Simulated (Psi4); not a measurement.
**[BH4]− (SMILES [H][B-]([H])([H])[H]): TPSS/def2-TZVP (sweep point 4)**

What is the vertical ionisation energy of [BH4]− at TPSS/def2-TZVP (sweep point 4)? 

Program for the calculation: Psi4 1.11.

4 further runs of the same task are left out: 4 set aside as unsound or not needed.

## Step 1: The molecule

[BH4]− has 5 atoms, charge -1, and is taken as a singlet. SMILES: `[H][B-]([H])([H])[H]`. Geometry: relaxed at GFN2-xTB.

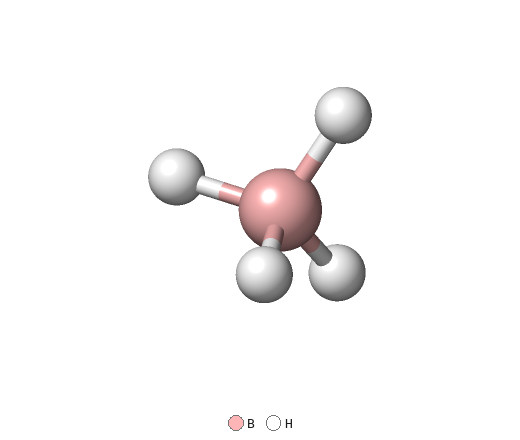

Viewed from a chosen angle; boron pink, hydrogen white.

## Step 2: The energy at TPSS/def2-TZVP (sweep point 4)

Input file calc.inp:

```
memory 1600 mb

molecule {
  -1 1
  B      0.000000    -0.000190    -0.000050
  H      0.011880    -0.020580     1.229120
  H      1.154650     0.011840    -0.420810
  H     -0.587600     1.007810    -0.387560
  H     -0.578930    -0.998880    -0.420690
  symmetry c1
}

set basis def2-TZVP
set reference rks
set puream true
set scf_type pk
set dft_radial_points 50
set dft_spherical_points 194

energy('tpss')
```

Command:

```bash
$ psi4 -i calc.inp -o calc.out -n 1
```

calc.out, shortened:

```text
[...]
  Running in c1 symmetry.
[...]
  Nuclear repulsion =   10.192673175633663
[...]
  Multiplicity = 1
[...]
  Nalpha       = 5
  Nbeta        = 5
[...]
    Number of basis functions: 55
[...]
   @RKS iter   1:   -26.94424554631764   -2.34559e-01   1.23994e-02 ADIIS/DIIS
[...]
   @RKS iter   6:   -27.27849274408410   -5.82321e-07   4.94384e-07 DIIS
[...]
    Orbital Energies [Eh]
    ---------------------
    Doubly Occupied:
       1A     -6.277484     2A     -0.211863     3A     -0.027476
       4A     -0.027424     5A     -0.027392
[...]
  @RKS Final Energy:   -27.27849274408410
   => Energetics <=
    Nuclear Repulsion Energy =             10.1926731756336633
    One-Electron Energy =                 -57.8485638159105804
    Two-Electron Energy =                  26.1221003730447450
    DFT Exchange-Correlation Energy =      -5.7447024768519350
    Empirical Dispersion Energy =           0.0000000000000000
    VV10 Nonlocal Energy =                  0.0000000000000000
    Total Energy =                        -27.2784927440841045
[...]
 Multipole Moments:
 ------------------------------------------------------------------------------------
     Multipole            Electronic (a.u.)      Nuclear  (a.u.)        Total (a.u.)
 ------------------------------------------------------------------------------------
 L = 1.  Multiply by 2.5417464519 to convert [e a0] to [Debye]
 Dipole X            :          0.0000401           -0.0000000            0.0000401
 Dipole Y            :         -0.0014645            0.0007126           -0.0007519
 Dipole Z            :         -0.0005585            0.0001950           -0.0003634
 Magnitude           :                                                    0.0008361
[...]
```

Run time: 2.9 s. Hardware: 1 thread of Intel Xeon 6975P-C (Granite Rapids), shared host; peak memory 0.41 GiB.

## Step 3: Doublet neutral BH4

Input file job.in:

```
memory 1600 MB

molecule geom {
  0 2
  B      0.000000    -0.000190    -0.000050
  H      0.011880    -0.020580     1.229120
  H      1.154650     0.011840    -0.420810
  H     -0.587600     1.007810    -0.387560
  H     -0.578930    -0.998880    -0.420690
  symmetry c1
}

set reference uks
set puream true
set scf_type pk
set dft_radial_points 50
set dft_spherical_points 194
set maxiter 150

energy_value, wavefunction = energy('tpss/def2-TZVP', return_wfn=True)
print_variables()
```

Command:

```bash
$ psi4 -n 1 job.in job.out
```

job.out, shortened:

```text
[...]
  Running in c1 symmetry.
[...]
  Nuclear repulsion =   10.192673175633663
[...]
  Multiplicity = 2
[...]
  Nalpha       = 5
  Nbeta        = 4
[...]
    Number of basis functions: 55
[...]
   @UKS iter   1:   -26.98136828142441   -2.71682e-01   8.02982e-03 DIIS/ADIIS
[...]
   @UKS iter  14:   -27.12344913269694   -1.16005e-08   8.16291e-07 DIIS
[...]
   @S^2 Observed:                7.561660747E-01
[...]
    Orbital Energies [Eh]
    ---------------------
    Alpha Occupied:
       1A     -6.589520     2A     -0.524769     3A     -0.346341
       4A     -0.328232     5A     -0.328208
    Alpha Virtual:
       6A      0.040138     7A      0.074954     8A      0.074969
       9A      0.075840    10A      0.117929    11A      0.128151
      12A      0.128181    13A      0.219224    14A      0.312418
      15A      0.328338    16A      0.382059    17A      0.382097
      18A      0.388281    19A      0.561972    20A      0.672730
      21A      0.676001    22A      0.676064    23A      0.698203
      24A      0.839588    25A      0.859462    26A      0.859576
[...]
  @UKS Final Energy:   -27.12344913269694
   => Energetics <=
    Nuclear Repulsion Energy =             10.1926731756336633
    One-Electron Energy =                 -55.0695923698739094
    Two-Electron Energy =                  23.2267399002058426
    DFT Exchange-Correlation Energy =      -5.4732698386625414
    Empirical Dispersion Energy =           0.0000000000000000
    VV10 Nonlocal Energy =                  0.0000000000000000
    Total Energy =                        -27.1234491326969440
[...]
 Multipole Moments:
 ------------------------------------------------------------------------------------
     Multipole            Electronic (a.u.)      Nuclear  (a.u.)        Total (a.u.)
 ------------------------------------------------------------------------------------
 L = 1.  Multiply by 2.5417464519 to convert [e a0] to [Debye]
 Dipole X            :         -0.0002703           -0.0000000           -0.0002703
 Dipole Y            :          0.0010676            0.0007126            0.0017802
 Dipole Z            :          0.0003670            0.0001950            0.0005620
 Magnitude           :                                                    0.0018863
[...]
```

It took 6.9 s on 1 thread of Intel Xeon 6975P-C (Granite Rapids), shared host; peak memory 0.41 GiB.

## Step 4: Results

At TPSS/def2-TZVP (sweep point 4):

| quantity | value |
| --- | --- |
| singlet [BH4]−: total energy | -27.27849 Eh |
| singlet [BH4]−: HOMO energy | -0.75 eV |
| singlet [BH4]−: LUMO energy | 6.44 eV |
| singlet [BH4]−: HOMO–LUMO gap (to an unbound level, set by the basis) | 7.19 eV |
| doublet neutral BH4: total energy | -27.12345 Eh |
| doublet neutral BH4: dipole moment | 0.00 D |
| doublet neutral BH4: HOMO energy (highest over α and β) | -8.20 eV |
| doublet neutral BH4: LUMO energy (lowest over α and β) | -7.74 eV |
| doublet neutral BH4: ⟨S²⟩ | 0.756 |
| vertical detachment energy (to the doublet neutral) | 4.219 eV |

The vertical ionisation energy comes to 4.22 eV (407 kJ/mol). −ε(HOMO) before ionisation, 0.75 eV, is 3.47 eV below this ionisation energy.
